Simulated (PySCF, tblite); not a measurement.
# C2H8O2Si3: geometry, infrared bands and NMR shifts

What infrared bands and NMR shifts should C2H8O2Si3 (`C#C[SiH2]O[SiH2]O[SiH3]`) show?

Programs: tblite 0.8.0 and PySCF 2.14.0, with density-fitted response routines of our own. Each step states its level of theory. These are calculated values for one molecule in the gas phase, unless marked as measured. Atoms are numbered from 0 throughout.

### Step 1. Starting geometry

15 atoms, charge 0, multiplicity 1; geometry from: force field or distance geometry start.

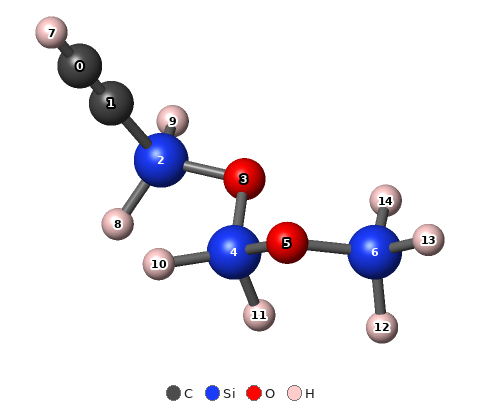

The starting geometry (carbon dark grey, silicon blue, oxygen red, hydrogen pink), atoms numbered.

### Step 2. Relaxing the molecule with GFN2-xTB

Job settings and geometry (Å):

```
{"job": {"kind": "relax", "xc": "GFN2-xTB", "basis": "xTB"}, "charge": 0, "multiplicity": 1}
C     -3.580900     0.733900     0.867600
C     -2.824800     0.372800     0.000300
Si    -1.639200    -0.161600    -1.284000
O     -0.065000     0.379700    -0.880300
Si     0.604800    -0.796600     0.198000
O      1.526500    -0.025300     1.422800
Si     2.925400     0.605900     0.637700
H     -4.256600     1.058500     1.646600
H     -1.743200    -1.610600    -1.392400
H     -1.994500     0.464400    -2.591800
H     -0.421000    -1.664600     0.781600
H      1.506700    -1.625300    -0.631700
H      3.704300    -0.560800     0.169300
H      3.787600     1.398400     1.528700
H      2.465500     1.439100    -0.494400
```

Run with:

```bash
$ OMP_NUM_THREADS=1 python probes_run.py task.json out
```

The driver reads the jobs from task.json and runs them one after another.

Output:

```text
step      E/eV     max force
  0    -592.64003    3.099
  1    -592.95059    2.149
  2    -593.15422    2.450
  3    -593.16891    4.017
  4    -593.27755    0.669
  5    -593.33073    0.710
  6    -593.40377    1.420
  7    -593.49091    1.589
  8    -593.57591    0.970
  9    -593.62521    0.588
 10    -593.67048    0.653
 11    -593.71176    0.802
 12    -593.76020    0.634
 13    -593.80915    0.571
 14    -593.85535    0.447
 15    -593.88654    0.417
 16    -593.90917    0.354
 17    -593.92699    0.274
 18    -593.93981    0.300
 19    -593.95412    0.362
 20    -593.97429    0.408
 21    -593.99421    0.334
 22    -594.00849    0.259
 23    -594.01593    0.251
 24    -594.02094    0.226
 25    -594.02689    0.228
 26    -594.03731    0.164
 27    -594.04183    0.185
 28    -594.04825    0.216
 29    -594.05184    0.178
 30    -594.05466    0.111
 31    -594.05661    0.124
 32    -594.05903    0.163
 33    -594.06191    0.160
 34    -594.06470    0.122
 35    -594.06659    0.089
 36    -594.06808    0.100
 37    -594.06992    0.127
 38    -594.07214    0.137
 39    -594.07405    0.085
 40    -594.07511    0.075
 41    -594.07607    0.075
 42    -594.07726    0.110
 43    -594.07871    0.110
 44    -594.08027    0.074
 45    -594.08105    0.049
 46    -594.08136    0.043
 47    -594.08167    0.044
 48    -594.08199    0.041
 49    -594.08234    0.054
 50    -594.08276    0.064
 51    -594.08315    0.053
 52    -594.08338    0.034
 53    -594.08347    0.025
 54    -594.08353    0.023
 55    -594.08359    0.023
 56    -594.08367    0.026
 57    -594.08377    0.035
 58    -594.08384    0.028
 59    -594.08391    0.026
 60    -594.08396    0.022
 61    -594.08401    0.021
 62    -594.08407    0.027
 63    -594.08416    0.035
 64    -594.08433    0.054
 65    -594.08459    0.064
 66    -594.08488    0.055
 67    -594.08512    0.036
 68    -594.08528    0.037
 69    -594.08540    0.042
 70    -594.08558    0.042
 71    -594.08583    0.041
 72    -594.08638    0.043
 73    -594.08660    0.040
 74    -594.08683    0.030
 75    -594.08692    0.027
 76    -594.08702    0.045
 77    -594.08718    0.044
 78    -594.08744    0.028
 79    -594.08766    0.027
 80    -594.08775    0.021
 81    -594.08784    0.022
 82    -594.08795    0.023
 83    -594.08817    0.035
 84    -594.08852    0.051
 85    -594.08884    0.052
 86    -594.08901    0.096
 87    -594.08956    0.057
 88    -594.08993    0.046
 89    -594.09046    0.046
 90    -594.09150    0.095
 91    -594.09241    0.080
 92    -594.09359    0.082
 93    -594.09519    0.123
 94    -594.09579    0.168
 95    -594.09672    0.061
 96    -594.09740    0.062
 97    -594.09827    0.092
 98    -594.09997    0.131
 99    -594.10127    0.115
100    -594.10294    0.087
101    -594.10426    0.100
102    -594.10624    0.098
103    -594.10780    0.238
104    -594.11252    0.189
105    -594.11801    0.174
106    -594.12050    0.337
107    -594.12171    0.296
108    -594.12613    0.317
109    -594.12714    0.256
110    -594.12838    0.091
111    -594.12970    0.120
112    -594.13042    0.095
113    -594.13095    0.053
114    -594.13169    0.063
115    -594.13214    0.071
116    -594.13279    0.078
117    -594.13342    0.069
118    -594.13383    0.045
119    -594.13405    0.041
120    -594.13427    0.036
121    -594.13455    0.043
122    -594.13477    0.042
123    -594.13490    0.027
124    -594.13495    0.017
125    -594.13498    0.012
126    -594.13500    0.011
127    -594.13503    0.016
128    -594.13507    0.019
129    -594.13512    0.028
130    -594.13517    0.029
131    -594.13521    0.018
132    -594.13524    0.011
133    -594.13526    0.012
134    -594.13528    0.012
135    -594.13531    0.013
136    -594.13535    0.013
137    -594.13540    0.014
138    -594.13544    0.011
139    -594.13547    0.012
140    -594.13549    0.011
141    -594.13552    0.015
142    -594.13559    0.018
143    -594.13571    0.021
144    -594.13588    0.031
145    -594.13611    0.045
146    -594.13638    0.058
147    -594.13673    0.055
148    -594.13717    0.043
149    -594.13760    0.046
150    -594.13795    0.050
151    -594.13761    0.110
152    -594.13837    0.031
153    -594.13856    0.030
154    -594.13905    0.045
155    -594.13941    0.033
156    -594.13970    0.028
157    -594.13980    0.031
158    -594.13993    0.027
159    -594.14006    0.027
160    -594.14036    0.031
161    -594.14053    0.036
162    -594.14078    0.045
163    -594.14104    0.049
164    -594.14138    0.050
165    -594.14182    0.064
166    -594.14244    0.072
167    -594.13705    0.310
168    -594.14345    0.079
169    -594.14407    0.059
170    -594.14402    0.237
171    -594.14588    0.050
172    -594.14685    0.050
173    -594.14239    0.327
174    -594.14780    0.047
175    -594.14840    0.049
176    -594.14473    0.299
177    -594.14939    0.033
178    -594.14987    0.039
179    -594.15012    0.098
180    -594.15060    0.029
181    -594.15072    0.025
182    -594.15084    0.013
183    -594.15086    0.011
184    -594.15089    0.009
```

Run time: 2.5 s. Hardware: 1 thread of Arm Neoverse N1, shared host.

Step by step: (not every step is listed)

| step | energy from step 0 (eV) | largest force (eV/Å) |
| --- | --- | --- |
| 0 | 0.0000 | 3.0987 |
| 1 | -0.3106 | 2.1488 |
| 2 | -0.5142 | 2.4505 |
| 3 | -0.5289 | 4.0168 |
| 4 | -0.6375 | 0.6689 |
| 5 | -0.6907 | 0.7096 |
| 6 | -0.7637 | 1.4196 |
| 7 | -0.8509 | 1.5888 |
| 8 | -0.9359 | 0.9699 |
| 25 | -1.3869 | 0.2282 |
| 42 | -1.4372 | 0.1097 |
| 59 | -1.4439 | 0.0265 |
| 76 | -1.4470 | 0.0450 |
| 93 | -1.4552 | 0.1232 |
| 110 | -1.4883 | 0.0906 |
| 127 | -1.4950 | 0.0159 |
| 144 | -1.4959 | 0.0315 |
| 161 | -1.5005 | 0.0356 |
| 178 | -1.5098 | 0.0386 |
| 179 | -1.5101 | 0.0982 |
| 180 | -1.5106 | 0.0289 |
| 181 | -1.5107 | 0.0247 |
| 182 | -1.5108 | 0.0129 |
| 183 | -1.5108 | 0.0112 |
| 184 | -1.5109 | 0.0094 |

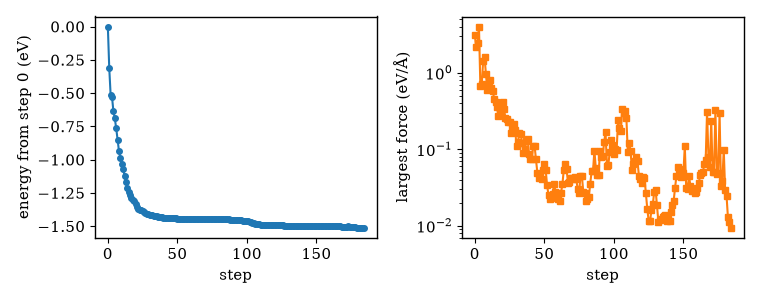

Energy and force, step by step.

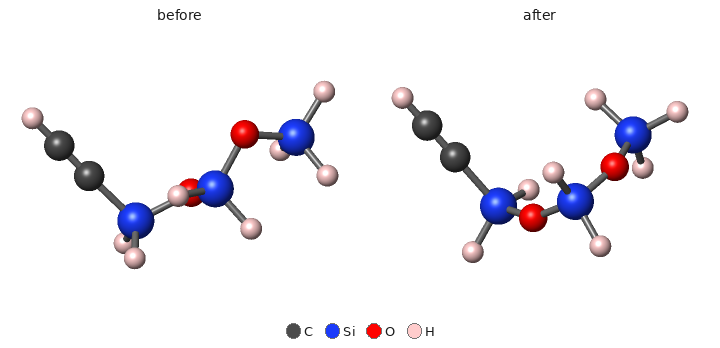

The geometry before (left) and after (right).

Distances of close pairs at the start and the end, largest changes first:

| bond | before (Å) | after (Å) | change (Å) |
| --- | --- | --- | --- |
| O3–Si4 | 1.731 | 1.615 | -0.115 |
| O5–Si6 | 1.724 | 1.619 | -0.105 |
| Si4–O5 | 1.716 | 1.617 | -0.099 |
| Si2–O3 | 1.713 | 1.624 | -0.088 |
| C0–H7 | 1.081 | 1.053 | -0.028 |
| Si2–H9 | 1.493 | 1.465 | -0.028 |
| C1–Si2 | 1.828 | 1.854 | +0.027 |
| Si4–H11 | 1.479 | 1.454 | -0.026 |

The end geometry stands in the next job.

### Step 3. Vibrational analysis with GFN2-xTB

Job settings and geometry (Å):

```
{"job": {"kind": "ir", "xc": "GFN2-xTB", "basis": "xTB"}, "charge": 0, "multiplicity": 1}
C     -3.202972     0.985996     1.076894
C     -2.500066     0.626262     0.169966
Si    -1.413520     0.046689    -1.216577
O     -0.486187    -1.177937    -0.688299
Si     0.704121    -1.725390     0.256527
O      1.851059    -0.600382     0.437605
Si     2.419344     0.904681     0.254637
H     -3.819061     1.301973     1.869943
H     -2.213377    -0.573386    -2.272285
H     -0.557086     1.152827    -1.652248
H      0.162904    -1.988377     1.581293
H      1.296258    -2.830025    -0.479618
H      3.680067     0.874763     0.990901
H      1.460533     1.852547     0.823599
H      2.613568     1.157750    -1.174252
```

Output:

```text
mode    cm-1     km/mol
  1      -9.2      0.00
  2      43.4      0.04
  3      60.6      0.02
  4      68.8      3.02
  5      80.1      1.35
  6     108.1      4.52
  7     142.1      3.77
  8     208.3      1.13
  9     283.1     20.51
 10     302.0     25.53
 11     504.4    105.26
 12     540.5     17.05
 13     567.2     48.57
 14     589.4     23.22
 15     602.8     64.11
 16     606.0     74.32
 17     611.4     14.91
 18     629.9     30.03
 19     659.4      3.72
 20     683.3     16.34
 21     684.0     37.21
 22     745.2    613.19
 23     755.6    143.34
 24     767.7    362.32
 25     776.3    418.42
 26     786.1    249.03
 27     800.8    238.38
 28     828.2    183.74
 29    1068.5    651.60
 30    1109.6    535.91
 31    2209.0     61.53
 32    2218.0    350.89
 33    2236.6    339.77
 34    2252.3    315.90
 35    2254.9    203.60
 36    2283.4    192.50
 37    2316.3    410.95
 38    2341.1    177.10
 39    3349.9      1.89
```

It took 1 s on 1 thread of Arm Neoverse N1, shared host.

Which atoms move in the most intense modes:

| cm⁻¹ | km/mol | atoms |
| --- | --- | --- |
| 745 | 613.2 | H8 20 %, H9 17 %, H11 15 %, H10 14 % |
| 768 | 362.3 | H12 53 %, H13 17 %, H14 14 % |
| 776 | 418.4 | H10 44 %, H11 42 % |
| 1068 | 651.6 | O3 52 %, O5 23 %, Si4 14 % |
| 1110 | 535.9 | O5 55 %, O3 26 % |
| 2218 | 350.9 | H9 84 % |
| 2237 | 339.8 | H14 60 %, H13 34 % |
| 2316 | 410.9 | H10 76 %, H11 19 % |

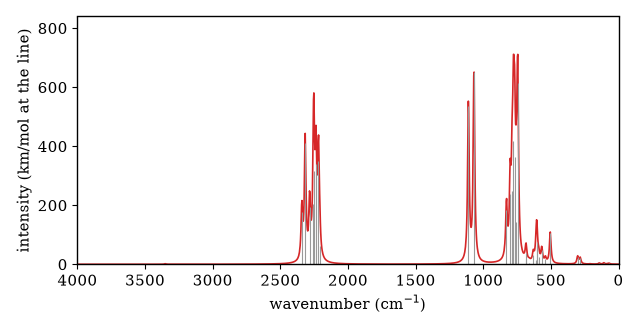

The infrared spectrum from these modes, unscaled. Lines are broadened to a width of 14 cm⁻¹ (Lorentzian).

### Step 4. Shielding tensors: PBE0/pcSseg-1

Settings changed since step 3:

```diff
@@ -1,2 +1,2 @@
-{"job": {"kind": "ir", "xc": "GFN2-xTB", "basis": "xTB"}, "charge": 0, "multiplicity": 1}
+{"job": {"kind": "nmr", "xc": "PBE0", "basis": "pcSseg-1"}, "charge": 0, "multiplicity": 1}
 C     -3.202972     0.985996     1.076894
```

Method: GIAO PBE0/pcSseg-1 NMR shielding, non-relativistic, gas phase.

Output:

```text
coarse grid: 14176 points
cycle   1  E = -1099.0921327951  dE =  7.974e-01  |g| = 1.059e+00  |ddm| = 3.691e+00
cycle   2  E = -1098.7983524431  dE =  2.938e-01  |g| = 1.631e+00  |ddm| = 2.061e+00
cycle   3  E = -1099.2873657832  dE = -4.890e-01  |g| = 1.269e-01  |ddm| = 1.423e+00
cycle   4  E = -1099.2902468942  dE = -2.881e-03  |g| = 5.952e-02  |ddm| = 1.600e-01
cycle   5  E = -1099.2908318457  dE = -5.850e-04  |g| = 3.812e-02  |ddm| = 6.442e-02
cycle   6  E = -1099.2911922828  dE = -3.604e-04  |g| = 3.588e-03  |ddm| = 2.591e-02
cycle   7  E = -1099.2911955203  dE = -3.238e-06  |g| = 8.686e-04  |ddm| = 4.420e-03
final grid: 123592 points
cycle   8  E = -1099.3525939114  dE = -1.231e-05  |g| = 9.817e-03  |ddm| = 2.313e-02
cycle   9  E = -1099.3525732709  dE =  2.064e-05  |g| = 1.466e-02  |ddm| = 1.640e-02
cycle  10  E = -1099.3526105844  dE = -3.731e-05  |g| = 7.532e-04  |ddm| = 9.972e-03
cycle  11  E = -1099.3526107087  dE = -1.244e-07  |g| = 1.687e-04  |ddm| = 8.358e-04
cycle  12  E = -1099.3526107139  dE = -5.194e-09  |g| = 8.496e-05  |ddm| = 1.920e-04
cycle  13  E = -1099.3526107153  dE = -1.342e-09  |g| = 2.825e-05  |ddm| = 6.971e-05
cycle  14  E = -1099.3526107154  dE = -1.573e-10  |g| = 1.197e-05  |ddm| = 2.485e-05
converged SCF energy = -1099.3526107154

GIAO shielding tensors (ppm)
atom      isotropic    diamagn.    paramagn.     s11        s22        s33       span
  0 C       83.826     261.474    -177.647      0.038      5.104    246.338    246.300
  1 C       98.106     261.373    -163.267     -1.207      6.803    288.721    289.928
  2 Si     405.030     880.227    -475.197    370.084    391.504    453.502     83.418
  3 O      272.829     401.646    -128.817    232.779    266.140    319.567     86.788
  4 Si     394.480     880.946    -486.466    389.187    394.378    399.875     10.688
  5 O      294.154     401.335    -107.180    238.269    279.504    364.689    126.420
  6 Si     392.570     880.103    -487.533    357.993    360.907    458.809    100.816
  7 H       29.659      33.586      -3.927     24.722     24.894     39.360     14.638
  8 H       26.471      27.554      -1.084     22.767     24.846     31.800      9.033
  9 H       26.356      31.253      -4.897     23.084     25.554     30.430      7.347
 10 H       26.686      30.850      -4.164     23.309     24.808     31.940      8.631
 11 H       26.838      28.907      -2.069     22.957     24.723     32.834      9.877
 12 H       26.539      28.553      -2.014     22.964     24.762     31.891      8.927
 13 H       26.423      31.719      -5.297     22.967     25.798     30.503      7.537
 14 H       26.476      30.239      -3.764     23.472     24.930     31.025      7.553
```

Run time: 49 s. Hardware: 1 thread of Arm Neoverse N1, shared host; peak memory 0.81 GiB.

Shifts follow as δ = σ(reference) − σ, with reference shieldings (ppm) from runs at the same level and on the same kind of geometry: ¹H TMS 31.72, ¹³C TMS 186.9, ²⁹Si TMS 349.2, ¹⁷O H2O 336.1. The references are single molecules in the gas phase, so shifts against H2O, NH3, PH3, H3PO4 or CFCl3 are not on the usual liquid scales and can be off by tens of ppm. Atoms listed in one row are averaged.

| atoms | environment | σ (ppm) | δ (ppm) | δ scaled to CDCl3 |
| --- | --- | --- | --- | --- |
| C0 | terminal alkyne carbon | 83.8 | 103.1 | 98.7 |
| C1 | alkyne carbon | 98.1 | 88.8 | 84.8 |
| H8, H9 | hydrogen on a silicon bonded to C, O | 26.41 | 5.30 | – |
| H12, H13, H14 | hydrogen on a silicon bonded to O | 26.48 | 5.24 | – |
| H10, H11 | hydrogen on a silicon bonded to 2 O | 26.76 | 4.96 | – |
| H7 | hydrogen on a terminal alkyne carbon | 29.66 | 2.06 | 2.05 |
| Si6 | silicon bonded to O, 3 H | 392.6 | -43.4 | – |
| Si4 | silicon bonded to 2 O, 2 H | 394.5 | -45.3 | – |
| Si2 | silicon bonded to C, O, 2 H | 405.0 | -55.9 | – |
| O3 | oxygen bonded to 2 Si | 272.8 | 63.3 | – |
| O5 | oxygen bonded to 2 Si | 294.2 | 41.9 | – |

The scaled column applies a straight-line fit of computed shieldings to shifts measured in CDCl3 (root-mean-square error 0.16 ppm for H, 1.9 ppm for C).

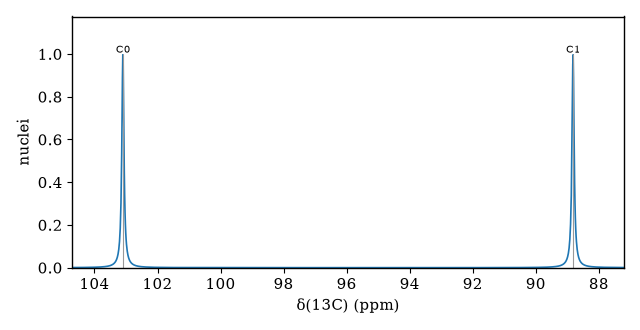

¹³C lines at the computed shifts, without couplings. Lines are broadened to a width of 0.08 ppm (Lorentzian).

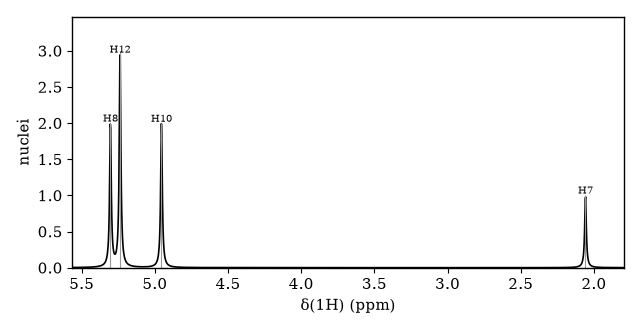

¹H lines at the computed shifts, without couplings. Lines are broadened to a width of 0.01 ppm (Lorentzian).

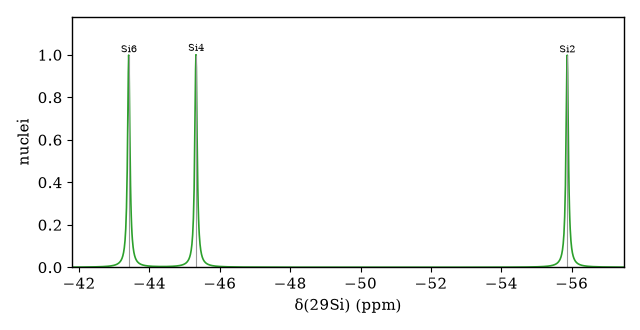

²⁹Si lines at the computed shifts, without couplings. Lines are broadened to a width of 0.08 ppm (Lorentzian).

The run also stored atomic charges by several schemes (e):

| atoms | Mulliken | IAO | Hirshfeld | ESP fit |
| --- | --- | --- | --- | --- |
| C0 | -0.17 | -0.18 | -0.08 | -0.30 |
| C1 | -0.20 | -0.35 | -0.16 | -0.21 |
| Si2 | 0.89 | 1.03 | 0.43 | 0.68 |
| O3 | -0.72 | -0.88 | -0.30 | -0.45 |
| Si4 | 1.06 | 1.23 | 0.46 | 0.69 |
| O5 | -0.73 | -0.89 | -0.31 | -0.44 |
| Si6 | 0.71 | 0.88 | 0.39 | 0.57 |

ESP fit charges:

C0 -0.30; C1 -0.21; Si2 0.68; O3 -0.45; Si4 0.69; O5 -0.44; Si6 0.57; H7 0.29; H8 -0.12; H9 -0.12; H10 -0.12; H11 -0.13; H12 -0.12; H13 -0.11; H14 -0.11

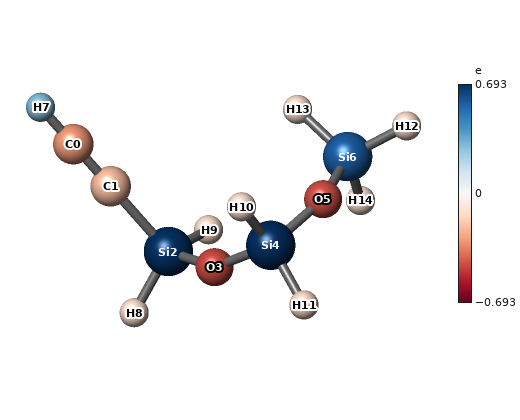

ESP fit charges, as colours on the atoms.

Mayer bond orders: C0–C1 2.55, C1–Si2 0.90, Si2–O3 0.95, O3–Si4 0.93, Si4–O5 0.95, O5–Si6 0.91.

### Step 5. What came out

| quantity | value |
| --- | --- |
| strongest single infrared mode (GFN2-xTB) | 1068 cm⁻¹, 652 km/mol |
| zero-point energy (GFN2-xTB) | 53.0 kcal/mol |
| ¹³C shifts against TMS (PBE0/pcSseg-1) | 103.1, 88.8 ppm |
| ¹H shifts against TMS (PBE0/pcSseg-1, means over atoms taken as alike) | 5.30, 5.24, 4.96, 2.06 ppm |
| ²⁹Si shifts against TMS (PBE0/pcSseg-1) | -43.4, -45.3, -55.9 ppm |
| ¹⁷O shifts against H2O (PBE0/pcSseg-1) | 63.3, 41.9 ppm |

In words: Over 184 steps the energy fell by 1.511 eV; of the close pairs, O3–Si4 changed most, 1.731 to 1.615 Å. The lowest mode is slightly imaginary (9i cm⁻¹), a soft motion within the noise of the Hessian, so the minimum is not strictly shown. The strongest single mode, at 1068 cm⁻¹, moves mainly O3. GFN2-xTB is a fitted tight-binding method: band positions and strengths are rough. Its intensities can rank the bands wrongly. At PBE0/pcSseg-1: The widest tensor belongs to C1: span 290 ppm, with a paramagnetic part of -163 ppm.
